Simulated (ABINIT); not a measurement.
# InH (P6_3/mmc): phonons by linear response

How does InH (P6_3/mmc) vibrate, and is this structure a minimum?

Method: DFT LDA, scalar-relativistic, plane waves, HGH norm-conserving pseudopotentials, in ABINIT 10.8.3.

The structure was built from a prototype and need not be the compound's stable phase.

## (1) Starting point

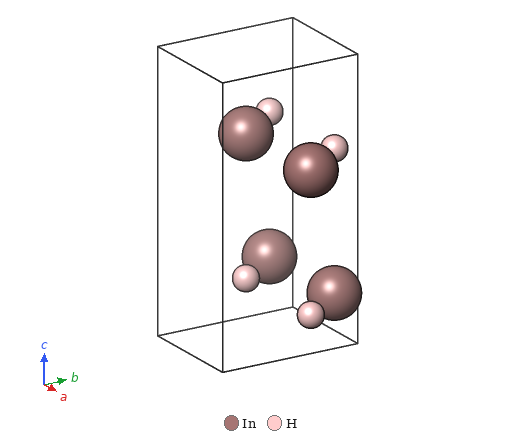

The starting structure, seen slightly off an axis (indium brown, hydrogen pink). 2×1×1 cells are drawn.

Structure file:

```cif
data_structure
_symmetry_space_group_name_H-M 'P6_3/mmc'
_symmetry_Int_Tables_number 194
_cell_length_a 4.3024
_cell_length_b 4.3024
_cell_length_c 6.2100
_cell_angle_alpha 90.000
_cell_angle_beta 90.000
_cell_angle_gamma 120.000
_cell_volume 99.55
loop_
_atom_site_label
_atom_site_type_symbol
_atom_site_symmetry_multiplicity
_atom_site_Wyckoff_symbol
_atom_site_fract_x
_atom_site_fract_y
_atom_site_fract_z
_atom_site_occupancy
In1 In 2 c 0.33333 0.66667 0.25000 1
H1 H 2 d 0.66667 0.33333 0.25000 1
```

## (2) A first look

A first run with smearing and empty bands tells whether the crystal has a gap, which decides between fixed occupations and smearing later on.

File probe.abi:

```
# ground state
tolvrs 1.0d-08
prtden 1
prtwf 1

# basis, mesh and filling
ecut 35.0
ixc 7
ngkpt 6 6 4
nshiftk 1
shiftk 0.0 0.0 0.0
istwfk *1
occopt 7
tsmear 0.005
nband 9
nstep 100
diemac 9.0
prtebands 0
prtgsr 0
useylm 1

# cell and atoms
acell 8.13038055 8.13038055 11.73519923
rprim 
    1.0 6.70961e-07 0.0
    -0.5000005811 0.8660250683 0.0
    0.0 0.0 1.0
ntypat 2
znucl 49 1
natom 4
typat 1 1 2 2
xred 
    1/3 2/3 0.25
    2/3 1/3 0.75
    2/3 1/3 0.25
    1/3 2/3 0.75
pp_dirpath "./pseudo"
pseudos "In.hgh, H.hgh"
```

Run with:

```
OMP_NUM_THREADS=1 mpirun -n 4 abinit probe.abi > probe.log
```

Numbers of over 12 decimals in the logs are rounded to 6 here.

probe.abo, the main output file:

```text
[banners, grids, parts of the stress and lines that vanish by symmetry left out]
- input  file    -> probe.abi
- output file    -> probe.abo
- root for input  files -> probei
[...]
Symmetries : space group P6_3/m m c (#194); Bravais hP (primitive hexag.)
[...]
mpw =        6687          nfft =      129600          nkpt =          21
[...]
== DATASET  1 ==================================================================
[...]
cutoff_energies: {ecut:  35.0, pawecutdg:  -1.0, }
[...]
Exchange-correlation functional for the present dataset will be:
  LDA: Perdew-Wang 92 LSD fit to Ceperley-Alder data - ixc=7
[...]
ETOT  1  -5.140228    -5.140E+00 6.107E-03 6.466E+01
 ETOT  2  -5.148256    -8.028E-03 3.188E-03 4.669E+00
 ETOT  3  -5.148599    -3.428E-04 4.602E-04 7.970E-01
 ETOT  4  -5.148728    -1.295E-04 2.249E-05 2.866E-02
 ETOT  5  -5.148730    -1.528E-06 1.230E-05 1.466E-03
 ETOT  6  -5.148730    -1.385E-07 1.236E-06 6.693E-06
 ETOT  7  -5.148730    -9.479E-10 6.134E-07 2.537E-07
 ETOT  8  -5.148730    -5.233E-11 7.353E-08 4.707E-10
 At SCF step    8       vres2   =  4.71E-10 < tolvrs=  1.00E-08 =>converged.
[...]
sigma(1 1)=  2.24338618E-04  sigma(3 2)=  0.00000000E+00
  sigma(2 2)=  2.24338618E-04  sigma(3 1)=  0.00000000E+00
  sigma(3 3)=  1.65248565E-04  sigma(2 1)=  2.96686544E-14
[...]
convergence: {deltae: -5.233E-11, res2:  4.707E-10, residm:  7.353E-08, diffor: null, }
etotal    :  -5.14872996E+00
[...]
sigma(1 1)=  2.24338618E-04  sigma(3 2)=  0.00000000E+00
  sigma(2 2)=  2.24338618E-04  sigma(3 1)=  0.00000000E+00
  sigma(3 3)=  1.65248565E-04  sigma(2 1)=  2.96686544E-14
[...]
- sigma(1 1)=  6.60027001E+00  sigma(3 2)=  0.00000000E+00
- sigma(2 2)=  6.60027001E+00  sigma(3 1)=  0.00000000E+00
- sigma(3 3)=  4.86178062E+00  sigma(2 1)=  8.72881949E-10
[...]
fcart     -1.6559184277E-29  3.8241727633E-29 -0.0000000000E+00
           strten      2.2433861786E-04  2.2433861787E-04  1.6524856456E-04
================================================================================

[key lines of the parts left out:]
pressure_GPa:  -6.0208E+00
```

Elapsed: 11 s, on 4 MPI ranks of Intel Xeon at 2.70GHz, shared host; 41 s of CPU time.

Numbers from this step:

| Quantity | Value |
| --- | --- |
| volume per atom | 24.89 Å³ |
| pressure | -6.021 GPa |
| gap on the k-mesh | 0 eV |

No gap opens on this mesh, so smearing is kept; the printed pressure holds the stress of the finite basis too.

## (3) Rough relaxation

The typed start is rough, so a first relaxation with smearing and loose thresholds takes it towards rest cheaply.

File prerelax.abi:

```
# relaxation
ionmov 2
optcell 2
dilatmx 1.15
chkdilatmx 0
ntime 40
tolmxf 3.0d-04
tolvrs 1.0d-10
prtwf 0
prtden 0
chksymtnons 0

# basis, mesh and filling
ecut 35.0
ecutsm 3.0
ixc 7
ngkpt 6 6 4
nshiftk 1
shiftk 0.0 0.0 0.0
istwfk *1
occopt 7
tsmear 0.005
nband 9
nstep 100
diemac 1000000.0
prtebands 0
prtgsr 0
useylm 1

# cell and atoms
acell 8.13038055 8.13038055 11.73519923
rprim 
    1.0 6.70961e-07 0.0
    -0.5000005811 0.8660250683 0.0
    0.0 0.0 1.0
ntypat 2
znucl 49 1
natom 4
typat 1 1 2 2
xred 
    1/3 2/3 0.25
    2/3 1/3 0.75
    2/3 1/3 0.25
    1/3 2/3 0.75
pp_dirpath "./pseudo"
pseudos "In.hgh, H.hgh"
```

Run with:

```
OMP_NUM_THREADS=1 mpirun -n 4 abinit prerelax.abi > prerelax.log
```

prerelax.abo, the main output file:

```text
[banners, grids, parts of the stress and lines that vanish by symmetry left out]
- input  file    -> prerelax.abi
- output file    -> prerelax.abo
- root for input  files -> prerelaxi
[...]
Symmetries : space group P6_3/m m c (#194); Bravais hP (primitive hexag.)
[...]
mpw =       10140          nfft =      180000          nkpt =          21
[...]
== DATASET  1 ==================================================================
[...]
cutoff_energies: {ecut:  35.0, pawecutdg:  -1.0, }
[...]
Exchange-correlation functional for the present dataset will be:
  LDA: Perdew-Wang 92 LSD fit to Ceperley-Alder data - ixc=7
[...]
ETOT  1  -5.141236    -5.141E+00 4.642E-03 8.880E+01
 ETOT  2  -5.148062    -6.826E-03 6.859E-05 7.927E+00
 ETOT  3  -5.148393    -3.310E-04 3.870E-05 9.528E-01
 ETOT  4  -5.148476    -8.229E-05 4.867E-06 8.419E-02
 ETOT  5  -5.148479    -3.990E-06 1.614E-06 4.322E-03
[...]
ETOT  6  -5.192697    -2.922E-13 3.525E-13 5.083E-11
 At SCF step    6       vres2   =  5.08E-11 < tolvrs=  1.00E-10 =>converged.
[...]
sigma(1 1)= -1.71125888E-06  sigma(3 2)=  0.00000000E+00
  sigma(2 2)= -1.71125887E-06  sigma(3 1)=  0.00000000E+00
  sigma(3 3)=  1.51635250E-07  sigma(2 1)=  5.74015756E-14
[...]
convergence: {deltae: -2.922E-13, res2:  5.083E-11, residm:  3.525E-13, diffor: null, }
etotal    :  -5.19269661E+00
[...]
At Broyd/MD step  16, gradients are converged :
[...]
sigma(1 1)= -1.71125888E-06  sigma(3 2)=  0.00000000E+00
  sigma(2 2)= -1.71125887E-06  sigma(3 1)=  0.00000000E+00
  sigma(3 3)=  1.51635250E-07  sigma(2 1)=  5.74015756E-14
[...]
- sigma(1 1)= -5.03469746E-02  sigma(3 2)=  0.00000000E+00
- sigma(2 2)= -5.03469741E-02  sigma(3 1)=  0.00000000E+00
- sigma(3 3)=  4.46126307E-03  sigma(2 1)=  1.68881266E-09
[...]
fcart      1.9468327598E-29 -4.4960093987E-29 -0.0000000000E+00
           strten     -1.7112588833E-06 -1.7112588686E-06  1.5163524985E-07
================================================================================

[key lines of the parts left out:]
pressure_GPa:   3.2078E-02
Total energy (etotal) [Ha]= -5.19269660520346E+00
```

It took 4.2 min on 4 MPI ranks; 17 min of CPU time.

Step by step:

```
step  energy less that of the first step (eV)  largest force (eV/Å)  volume (Å³)
   1                                   0.0000                0.0000        99.55
   2                                  -0.0660                0.0000        97.78
   3                                  30.2249                0.0000        18.72
   4                                  -0.2741                0.0000        92.17
   5                                  -0.4555                0.0000        87.32
   6                                  56.0704                0.0000        14.36
   7                                  -0.5737                0.0000        84.18
   8                                  -0.6803                0.0000        81.32
   9                                   2.0866                0.0000        37.28
  10                                  -0.9911                0.0000        72.44
  11                                  -1.1346                0.0000        66.94
  12                                  -1.1779                0.0000        59.93
  13                                  -1.1889                0.0000        62.03
  14                                  -1.1903                0.0000        61.93
  15                                  -1.2029                0.0000        60.86
  16                                  -1.2032                0.0000        61.19
```

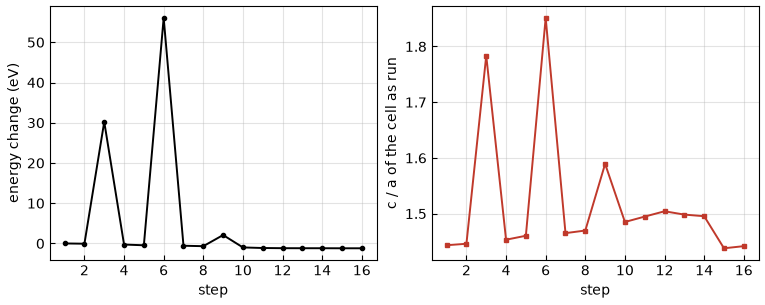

Energy and cell shape along the relaxation.

```
     cell as run  before  after   change
           a (Å)   4.302  3.660  -14.9 %
           b (Å)   4.302  3.660  -14.9 %
           c (Å)   6.210  5.276  -15.0 %
volume (Å³/atom)   24.89  15.30  -38.5 %
```

Final coordinates:

```xyz
4
Lattice="3.6595 0.0000 0.0000 -1.8298 3.1692 0.0000 0.0000 0.0000 5.2759" Properties=species:S:1:pos:R:3 pbc="T T T"
In    0.0000    2.1128    1.3190
In    1.8298    1.0564    3.9569
H     1.8298    1.0564    1.3190
H     0.0000    2.1128    3.9569
```

Numbers from this step:

* volume per atom: 15.30 Å³
* pressure: 0.03208 GPa

The volume changes by -38.5 % in this run and stands -38.5 % from the first cell.

## (4) Rough relaxation

The cell changed much, so the rough relaxation is repeated on a basis made for the new cell.

prerelax.abi, as its differences from that of step 3:

```diff
@@ -30,5 +30,5 @@
 # cell and atoms
-acell 8.13038055 8.13038055 11.73519923
+acell 6.91546149 6.91546149 9.96991481
 rprim 
-    1.0 6.70961e-07 0.0
+    1.0 6.70977e-07 0.0
     -0.5000005811 0.8660250683 0.0
```

prerelax.abo, the main output file:

```text
[banners, grids, parts of the stress and lines that vanish by symmetry left out]
- input  file    -> prerelax.abi
- output file    -> prerelax.abo
- root for input  files -> prerelaxi
[...]
Symmetries : space group P6_3/m m c (#194); Bravais hP (primitive hexag.)
[...]
mpw =        6246          nfft =      129600          nkpt =          21
[...]
== DATASET  1 ==================================================================
[...]
cutoff_energies: {ecut:  35.0, pawecutdg:  -1.0, }
[...]
Exchange-correlation functional for the present dataset will be:
  LDA: Perdew-Wang 92 LSD fit to Ceperley-Alder data - ixc=7
[...]
ETOT  1  -5.187723    -5.188E+00 8.590E-03 4.415E+01
 ETOT  2  -5.192628    -4.905E-03 2.548E-04 2.893E+00
 ETOT  3  -5.192692    -6.452E-05 3.046E-04 8.938E-02
 ETOT  4  -5.192697    -4.113E-06 8.171E-05 1.064E-03
 ETOT  5  -5.192697    -5.238E-08 2.310E-05 5.322E-05
 ETOT  6  -5.192697    -2.981E-09 4.153E-05 8.716E-07
 ETOT  7  -5.192697    -3.604E-11 9.764E-06 1.958E-09
 ETOT  8  -5.192697    -6.217E-14 1.625E-05 2.906E-11
 At SCF step    8       vres2   =  2.91E-11 < tolvrs=  1.00E-10 =>converged.
[...]
sigma(1 1)= -1.71142057E-06  sigma(3 2)=  0.00000000E+00
  sigma(2 2)= -1.71142058E-06  sigma(3 1)=  0.00000000E+00
  sigma(3 3)=  1.51474535E-07  sigma(2 1)=  3.15174745E-14
[...]
convergence: {deltae: -6.217E-14, res2:  2.906E-11, residm:  1.625E-05, diffor: null, }
etotal    :  -5.19269661E+00
[...]
At Broyd/MD step   1, gradients are converged :
[...]
sigma(1 1)= -1.71142057E-06  sigma(3 2)=  0.00000000E+00
  sigma(2 2)= -1.71142058E-06  sigma(3 1)=  0.00000000E+00
  sigma(3 3)=  1.51474535E-07  sigma(2 1)=  3.15174745E-14
[...]
- sigma(1 1)= -5.03517315E-02  sigma(3 2)=  0.00000000E+00
- sigma(2 2)= -5.03517319E-02  sigma(3 1)=  0.00000000E+00
- sigma(3 3)=  4.45653469E-03  sigma(2 1)=  9.27276113E-10
[...]
fcart      2.0685133425E-29 -1.0045772531E-28 -0.0000000000E+00
           strten     -1.7114205666E-06 -1.7114205818E-06  1.5147453518E-07
================================================================================

[key lines of the parts left out:]
pressure_GPa:   3.2082E-02
Total energy (etotal) [Ha]= -5.19269660523966E+00
```

It took 14 s on 4 MPI ranks; 56 s of CPU time.

Little changed from the start: no atom moved by 0.005 Å and no cell edge by 0.1 %.

The volume changes by +0.0 % in this run and stands -38.5 % from the first cell.

## (5) Relaxing the cell and atoms

The harmonic expansion needs vanishing forces, and a free crystal bears no stress, so cell and atoms are brought to rest. Stress is more sensitive to the basis than forces are: the last 3 Ha under the cutoff are smoothed with ecutsm, and the cutoff is raised above that of the later runs.

File relax.abi:

```
# relaxation
ionmov 2
optcell 2
dilatmx 1.08
ntime 40
tolmxf 1.0d-05
tolvrs 1.0d-14
prtwf 0
prtden 0
chksymtnons 0

# basis, mesh and filling
ecut 43.0
ecutsm 3.0
ixc 7
ngkpt 9 9 6
nshiftk 1
shiftk 0.0 0.0 0.0
istwfk *1
occopt 7
tsmear 0.01
nband 9
nstep 100
diemac 1000000.0
prtebands 0
prtgsr 0
useylm 1

# cell and atoms
acell 6.91546149 6.91546149 9.96991481
rprim 
    1.0 6.70987e-07 0.0
    -0.5000005811 0.8660250683 0.0
    0.0 0.0 1.0
ntypat 2
znucl 49 1
natom 4
typat 1 1 2 2
xred 
    1/3 2/3 0.25
    2/3 1/3 0.75
    2/3 1/3 0.25
    1/3 2/3 0.75
pp_dirpath "./pseudo"
pseudos "In.hgh, H.hgh"
```

Run with:

```
OMP_NUM_THREADS=1 mpirun -n 4 abinit relax.abi > relax.log
```

relax.abo, the main output file:

```text
[banners, grids, parts of the stress and lines that vanish by symmetry left out]
- input  file    -> relax.abi
- output file    -> relax.abo
- root for input  files -> relaxi
[...]
Symmetries : space group P6_3/m m c (#194); Bravais hP (primitive hexag.)
[...]
mpw =        7027          nfft =      147456          nkpt =          48
[...]
== DATASET  1 ==================================================================
[...]
cutoff_energies: {ecut:  43.0, pawecutdg:  -1.0, }
[...]
Exchange-correlation functional for the present dataset will be:
  LDA: Perdew-Wang 92 LSD fit to Ceperley-Alder data - ixc=7
[...]
ETOT  1  -5.187484    -5.187E+00 1.059E-02 5.204E+01
 ETOT  2  -5.193960    -6.476E-03 2.129E-04 3.538E+00
 ETOT  3  -5.194045    -8.485E-05 6.871E-05 9.939E-02
 ETOT  4  -5.194050    -4.691E-06 2.025E-04 1.327E-03
 ETOT  5  -5.194050    -7.987E-08 3.742E-06 7.406E-05
[...]
At SCF step   10       vres2   =  3.62E-16 < tolvrs=  1.00E-14 =>converged.
[...]
sigma(1 1)=  1.97325483E-05  sigma(3 2)=  0.00000000E+00
  sigma(2 2)=  1.97325483E-05  sigma(3 1)=  0.00000000E+00
  sigma(3 3)= -6.25208374E-05  sigma(2 1)=  1.55443528E-14
[...]
convergence: {deltae: -1.110E-13, res2:  3.617E-16, residm:  1.261E-06, diffor: null, }
etotal    :  -5.19405002E+00
[...]
ETOT  1  -5.194108    -5.194E+00 2.872E-02 2.866E-03
[...]
At SCF step    8       vres2   =  2.54E-16 < tolvrs=  1.00E-14 =>converged.
[...]
sigma(1 1)=  2.03387422E-05  sigma(3 2)=  0.00000000E+00
  sigma(2 2)=  2.03387422E-05  sigma(3 1)=  0.00000000E+00
  sigma(3 3)= -6.13391495E-05  sigma(2 1)=  1.55289618E-14
[...]
convergence: {deltae:  5.063E-14, res2:  2.537E-16, residm:  1.890E-09, diffor: null, }
etotal    :  -5.19410775E+00
[...]
ETOT  1  -5.184693    -5.185E+00 1.152E+01 7.305E+01
[...]
At SCF step   10       vres2   =  2.96E-16 < tolvrs=  1.00E-14 =>converged.
[...]
sigma(1 1)= -1.47530589E-04  sigma(3 2)=  0.00000000E+00
  sigma(2 2)= -1.47530589E-04  sigma(3 1)=  0.00000000E+00
  sigma(3 3)=  1.23916409E-04  sigma(2 1)=  1.26506284E-14
[...]
convergence: {deltae:  1.572E-13, res2:  2.960E-16, residm:  4.108E-02, diffor: null, }
etotal    :  -5.18993287E+00
[...]
ETOT  1  -5.194096    -5.194E+00 7.874E+03 1.548E+01
[...]
At SCF step   10       vres2   =  3.96E-16 < tolvrs=  1.00E-14 =>converged.
[...]
sigma(1 1)=  1.78384500E-05  sigma(3 2)=  0.00000000E+00
  sigma(2 2)=  1.78384500E-05  sigma(3 1)=  0.00000000E+00
  sigma(3 3)= -2.02848439E-05  sigma(2 1)=  1.50156987E-14
[...]
convergence: {deltae: -2.132E-14, res2:  3.960E-16, residm:  9.888E-08, diffor: null, }
etotal    :  -5.19523035E+00
[...]
ETOT  1  -5.195354    -5.195E+00 4.732E-02 2.886E-01
[...]
sigma(1 1)=  7.73057032E-06  sigma(3 2)=  0.00000000E+00
  sigma(2 2)=  7.73057028E-06  sigma(3 1)=  0.00000000E+00
[...]
convergence: {deltae:  1.261E-13, res2:  3.448E-16, residm:  2.537E-09, diffor: null, }
etotal    :  -5.19537339E+00
[...]
ETOT  1  -5.195380    -5.195E+00 3.950E-01 2.362E-02
[...]
convergence: {deltae:  2.309E-14, res2:  2.334E-15, residm:  5.272E-10, diffor: null, }
etotal    :  -5.19538147E+00
[...]
ETOT  1  -5.195382    -5.195E+00 4.203E-05 3.337E-04
[...]
convergence: {deltae:  1.092E-13, res2:  2.287E-15, residm:  3.285E-12, diffor: null, }
etotal    :  -5.19538198E+00
[...]
ETOT  1  -5.195382    -5.195E+00 6.102E-02 1.177E-02
[...]
At SCF step    8       vres2   =  2.04E-16 < tolvrs=  1.00E-14 =>converged.
[...]
sigma(2 2)=  6.28203668E-08  sigma(3 1)=  0.00000000E+00
  sigma(3 3)=  3.12917980E-07  sigma(2 1)=  1.47553584E-14
[...]
convergence: {deltae: -1.537E-13, res2:  2.041E-16, residm:  2.765E-13, diffor: null, }
etotal    :  -5.19538357E+00
[...]
ETOT  1  -5.195384    -5.195E+00 5.672E-07 4.359E-05
[...]
ETOT  6  -5.195384     4.530E-14 1.882E-14 1.100E-13
 ETOT  7  -5.195384    -3.997E-14 1.735E-14 5.602E-16
 At SCF step    7       vres2   =  5.60E-16 < tolvrs=  1.00E-14 =>converged.
[...]
sigma(1 1)= -8.29937936E-09  sigma(3 2)=  0.00000000E+00
  sigma(2 2)= -8.29941193E-09  sigma(3 1)=  0.00000000E+00
  sigma(3 3)=  3.64267770E-08  sigma(2 1)=  1.47592061E-14
[...]
convergence: {deltae: -3.997E-14, res2:  5.602E-16, residm:  1.735E-14, diffor: null, }
etotal    :  -5.19538359E+00
[...]
At Broyd/MD step   9, gradients are converged :
[...]
sigma(1 1)= -8.29937936E-09  sigma(3 2)=  0.00000000E+00
  sigma(2 2)= -8.29941193E-09  sigma(3 1)=  0.00000000E+00
  sigma(3 3)=  3.64267770E-08  sigma(2 1)=  1.47592061E-14
[...]
- sigma(1 1)= -2.44176171E-04  sigma(3 2)=  0.00000000E+00
- sigma(2 2)= -2.44177129E-04  sigma(3 1)=  0.00000000E+00
- sigma(3 3)=  1.07171278E-03  sigma(2 1)=  4.34230835E-10
[...]
fcart      3.4910662731E-29  2.5914482722E-29 -0.0000000000E+00
           strten     -8.2993793628E-09 -8.2994119327E-09  3.6426776968E-08
================================================================================

[key lines of the parts left out:]
pressure_GPa:  -1.9445E-04
Total energy (etotal) [Ha]= -5.19538358735398E+00
```

Run time: 4 min. Hardware: 4 MPI ranks; 16 min of CPU time.

Step by step:

```
step  energy less that of the first step (eV)  largest force (eV/Å)  volume (Å³)
   1                                   0.0000                0.0000        61.19
   2                                  -0.0016                0.0000        61.23
   3                                   0.1120                0.0000        63.97
   4                                  -0.0321                0.0000        62.23
   5                                  -0.0360                0.0000        62.53
   6                                  -0.0362                0.0000        62.59
   7                                  -0.0362                0.0000        62.57
   8                                  -0.0363                0.0000        62.42
   9                                  -0.0363                0.0000        62.41
```

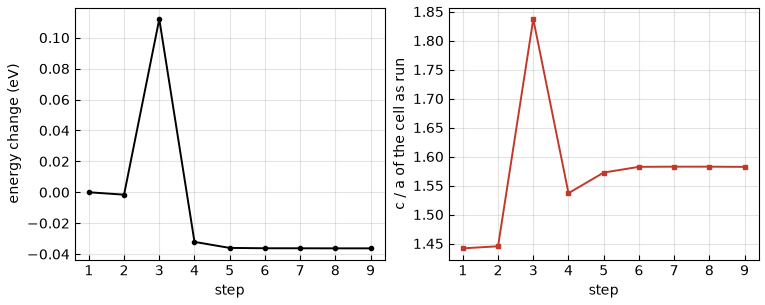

Energy and cell shape along the relaxation.

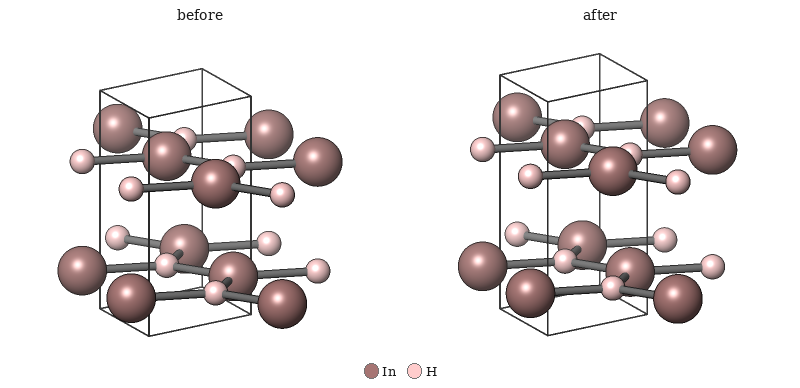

Before and after, at one scale.

```
conventional cell, symmetrised  before  after  change
                         a (Å)   3.660  3.571  -2.4 %
                         b (Å)   3.660  3.571  -2.4 %
                         c (Å)   5.276  5.651  +7.1 %
              volume (Å³/atom)   15.30  15.60  +2.0 %
```

The relaxed structure:

```
In H
1.0
     3.57133    0.00000    0.00000
    -1.78567    3.09286    0.00000
     0.00000    0.00000    5.65059
In H
2 2
Direct
  0.33333 0.66667 0.25000
  0.66667 0.33333 0.75000
  0.66667 0.33333 0.25000
  0.33333 0.66667 0.75000
```

Numbers from this step:

* volume per atom: 15.60 Å³
* pressure: -1.94e-4 GPa

The volume changes by +2.0 % in this run and stands -37.3 % from the first cell.

(Part 1 of 5 ends here.)

[Host names and launcher messages were left out of these logs when they were recorded.]

[Logs are printed without paths, hosts, clocks, repeated set-up lines and the standing remarks that a program may print on its own settings, such as how far it seeks lower states.]

[Hosts, paths, dates, database ids (printed as entryN), source tags and the programs' standing remarks are cut or masked in the printed files.]
